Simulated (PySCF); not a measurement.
# CH5ClSeSi, SMILES `C[Se][SiH2]Cl`: electronic structure

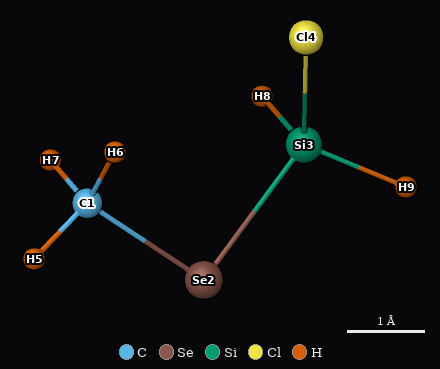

The molecule, with its atoms numbered as below. No frequency check shows the geometry to be a minimum.

Coordinates in Å:

```
C1      -1.1646    1.5993   -0.3798
Se2     -1.2295   -0.2804    0.1771
Si3      0.9052   -0.8677   -0.3566
Cl4      2.2006    0.5527    0.2424
H5      -2.1151    2.0500   -0.1093
H6      -0.3515    2.0958    0.1424
H7      -1.0196    1.6511   -1.4552
H8       1.0394   -0.9966   -1.8042
H9       1.1547   -2.1102    0.3539
```

## 1. Bonding charge

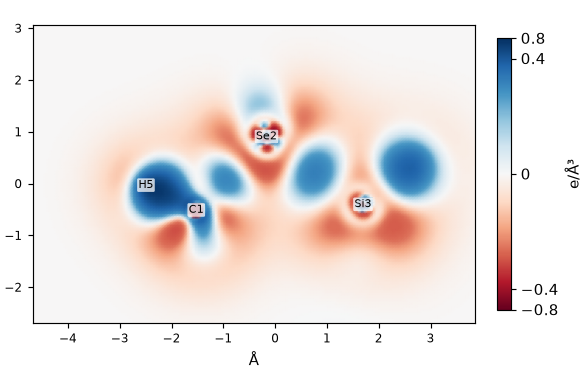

Deformation density (molecule less spherical, spin-averaged free atoms) in the plane of C1, Se2, Si3 and H5; colour scale in e/Å³, logarithmic beyond ±0.1; blue: gain, red: loss.

Method: PBE/def2-SVP; geometry: GFN2-xTB; program: PySCF.

How much density has each bond in this plane gained at its critical point, relative to the free atoms?

Answer. C1–H5: +0.66 e/Å³ at the bond critical point (bond length 1.09 Å, Mayer order 1.0). C1–Se2: +0.14 e/Å³ at the bond critical point (bond length 1.96 Å, Mayer order 1.0). Se2–Si3: +0.10 e/Å³ at the bond critical point (bond length 2.28 Å, Mayer order 1.1). In all, 1.9 electrons gather in the regions of gain relative to the promolecule. A small or negative value marks a very polar bond, one between electron-rich atoms, whose free-atom densities already overlap strongly, a long bond to a heavier atom, or a closed-shell contact such as a hydrogen bond.

Where do the Hirshfeld charges lie?

Answer. The highest Hirshfeld charge is on Si3 (+0.26 e), the lowest on C1 (−0.11 e).

## 2. Electrostatic potential

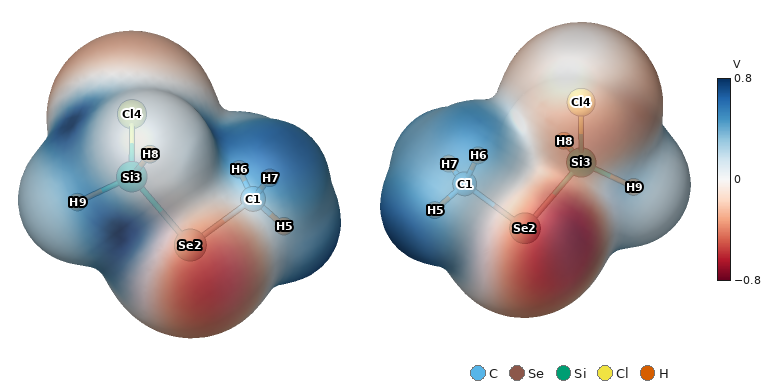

Electrostatic potential on the surface of electron density 0.001 a.u. (back view left, front view right).

Where are the extremes of the potential on the surface?

Answer. Highest: 0.77 V, off the Si3–H9 bond (1.9 to 2.1 Å from its atoms). Further maxima include 0.67 V, 1.4 Å from H7; 0.51 V, 1.3 Å from H6. Lowest: −0.75 V, 2.4 Å from Se2. Further minima include −0.65 V, 2.4 Å from Se2; −0.37 V, 2.1 Å from Cl4. The surface is sampled at points, so like sites can differ by a few per cent and only the strongest of them is named.

What volume does the surface enclose, and what is the dipole moment?

Answer. About 137 Å³; the dipole moment is 0.9 D.

## 3. Excited states

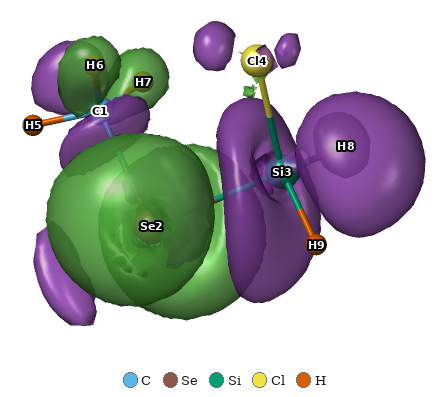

Unrelaxed difference density of S₂ less the ground state (TDA singlet states), ±0.01 e/Å³; purple: gain, green: loss.

Method: CAM-B3LYP/aug-cc-pVDZ; geometry: GFN2-xTB; program: PySCF.

How does the charge move on excitation?

Answer. 0.76 e is displaced in all, of which about 0.4 e passes between atoms: Se2 (0.40 e) loses electrons and Si3 (0.22 e) and H9 (0.06 e) gain them. The state: 5.63 eV (220 nm), f = 0.034, partly diffuse acceptor orbital; the leading pair carries 100 %; hole on Se2 (79 %) and Si3 (8 %), electron on Se2 (39 %), Si3 (30 %) and C1 (8 %) (atom shares of so diffuse an orbital are rough); their centroids lie 0.6 Å apart.

## 4. Stretching a bond

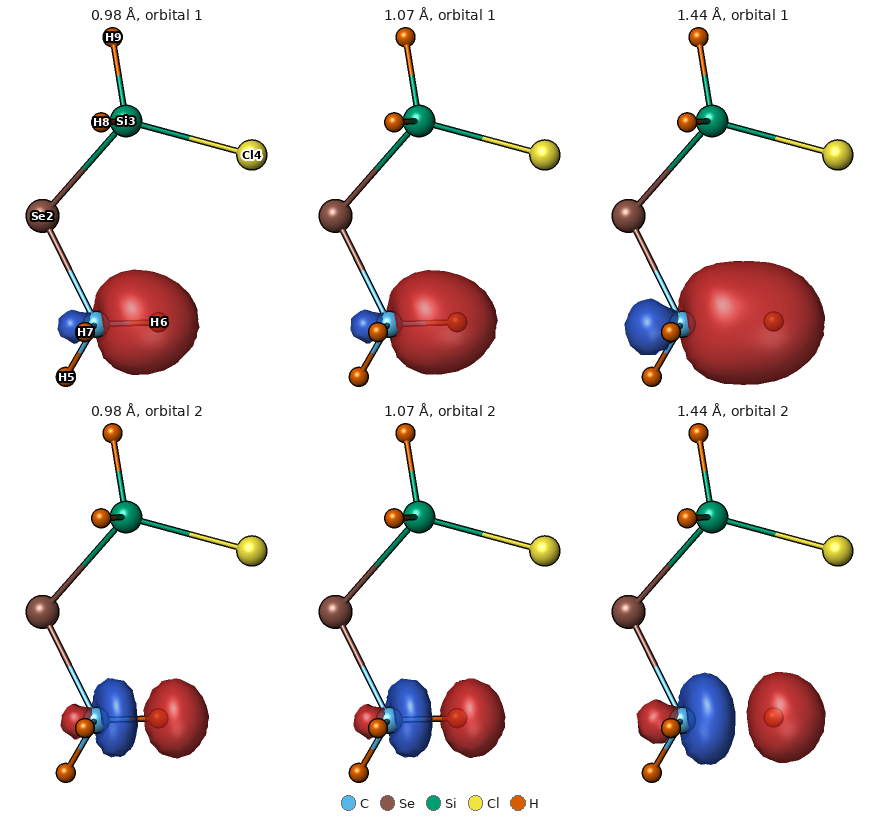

Rigid stretch of the C1–H6 bond. The two CASSCF(2,2) natural orbitals nearest half filling (orbital 1 the more occupied).

Computed with PySCF, def2-SVP basis, geometry: GFN2-xTB.

How do the occupations change along the stretch?

Answer. 0.98 Å: 1.99 and 0.01; 1.07 Å: 1.98 and 0.02; 1.44 Å: 1.95 and 0.05. At the longest distance computed (3.00 Å) they are 1.27 and 0.73, and the effective number of unpaired electrons is 1.7.

Where does the UHF solution part from RHF?

Answer. Between 1.44 Å (⟨S²⟩ = 0, the two coincide) and 1.66 Å (⟨S²⟩ = 0.05); at 3.00 Å ⟨S²⟩ is 1.00 and UHF lies 3.5 eV below RHF.

How much energy does the stretch cost?

Answer. By CASSCF, 4.3 eV from the lowest point of the scan (1.07 Å) to 3.00 Å; RHF gives 7.4 eV from its own lowest point. The fragments aren't relaxed and dynamic correlation is missing, so this isn't a bond dissociation energy.

The PySCF runs shown took 34 s, 9.9 min and 11 min on 1 thread of Intel(R) Xeon(R) Processor @ 2.50GHz (Skylake/Cascade Lake), on a shared host.
